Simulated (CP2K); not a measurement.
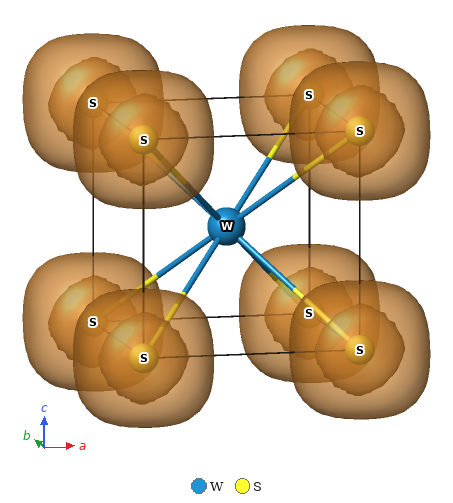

Figure 1: WS. Isosurface of the ELF at 0.7 (orange), seen slightly off an axis. Only the valence region is drawn (cores and ρ < 0.01 e/Å³ removed). Sticks mark near contacts.

Space group Pm-3m; a generated structure, not necessarily the stable one.

Method: CP2K, Kohn-Sham DFT of a periodic cell, PBE, GTH-PBE with UZH-TZVP basis.

Core electrons are replaced by pseudopotentials, and the valence fields are smoothed inside the atomic spheres.

```
W S
1.0
     3.00789    0.00000    0.00000
     0.00000    3.00789    0.00000
     0.00000    0.00000    3.00789
W S
1 1
Direct
  0.50000 0.50000 0.50000
  0.00000 0.00000 0.00000
```

> What do the ELF domains correspond to?

The ELF exceeds this value in one region wrapped around S (its valence shell), counted in one cell of 2 atoms. Any copies at cell faces, edges or corners count once.

Values along the shortest contacts:
W–S (2.60 Å): the ELF peaks at about 0.85 in the valence shell of S, 0.8 Å from its nucleus, and is about 0.35 at the midpoint.
